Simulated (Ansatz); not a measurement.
**BClFH₃OSi (SMILES FB(Cl)O[SiH3]): density, localisation and related maps**

```xyz
8

F    -1.5054   -0.1661   -1.5009
B    -1.3892   -0.5399   -0.2346
Cl   -2.7459   -1.3760    0.4983
O    -0.2828   -0.2944    0.4697
Si    1.1903    0.4298    0.2190
H     1.2901    1.5664    1.1622
H     2.2319   -0.5806    0.5114
H     1.3031    0.9037   -1.1808
```

Geometry: PBE0-D4/def2-TZVP.

Method: Ansatz 0.2.0, RKS PBE0-D4/def2-TZVPP.

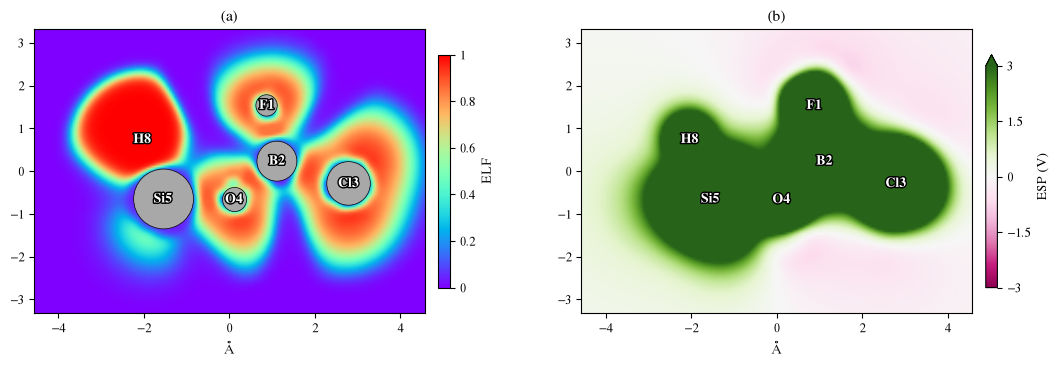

Figure 1. (a) ELF; (b) molecular electrostatic potential on the plane of atoms B2, O4 and Si5. Grey discs cover the atomic cores in the ELF map.

Question: Read the bonding off the picture.

Answer: Atoms in the plane: F, B, Cl, O, Si and H. B–F (1.33 Å): the ELF peaks at about 0.85 between the atoms, as expected for a polar covalent bond. B–O (1.33 Å): the ELF peaks at about 0.90 between the atoms; a short, strongly polar bond. Si–O (1.66 Å): the ELF peaks at about 0.90 between the atoms; a shared but strongly polarised pair. B–Cl (1.75 Å): the ELF peaks at about 0.90 between the atoms: a polar covalent bond. Si–H (1.48 Å): the ELF climbs to about 1 towards the hydrogen, as it does in any bond to H. The ELF also peaks beside O4, Cl3 and F1, away from the bonds: lone-pair regions. Outside the dense part of the molecule the potential is most negative (−0.7 V) near F1.

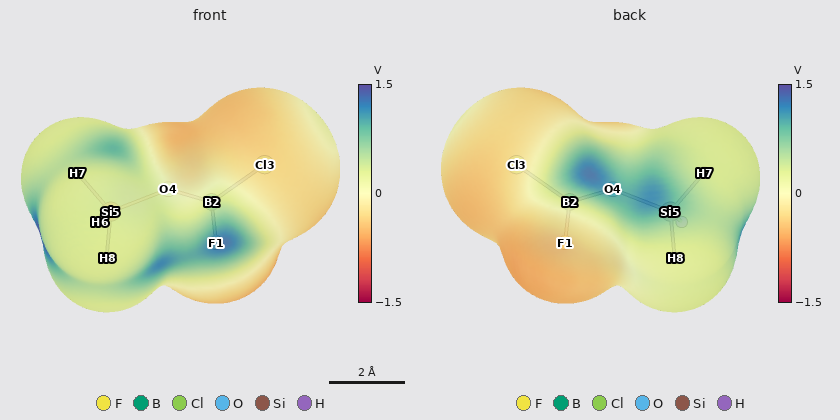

Figure 2. The molecular electrostatic potential painted on the density surface at 0.001 e/bohr³, seen from the front and from behind; red is negative and blue positive.

Question: Where is the surface potential most negative and most positive?

Answer: The most negative region (about −0.6 V, or −14 kcal/mol for a unit charge) lies over F1, the most positive (about +1.4 V, or +32 kcal/mol for a unit charge) over Si5.

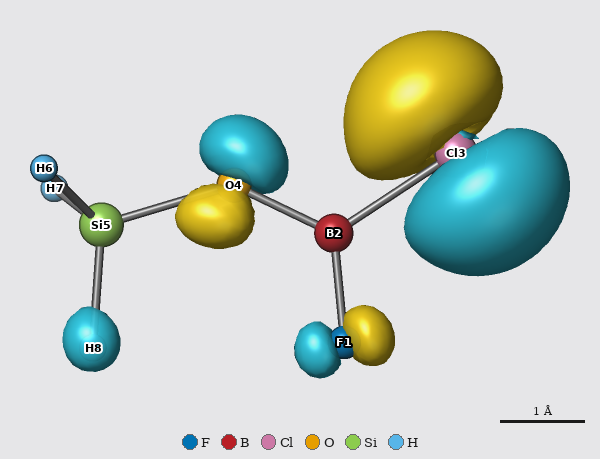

Figure 3. The HOMO at ±0.15 Å⁻³ᐟ² (yellow and cyan are the two phases), seen across its widest extent.

Question: What is the character of this orbital?

Answer: It lies mainly on Cl3 (about 80 %) and O4 (about 10 %); largely a lone pair of Cl3. Its energy is −9.28 eV.
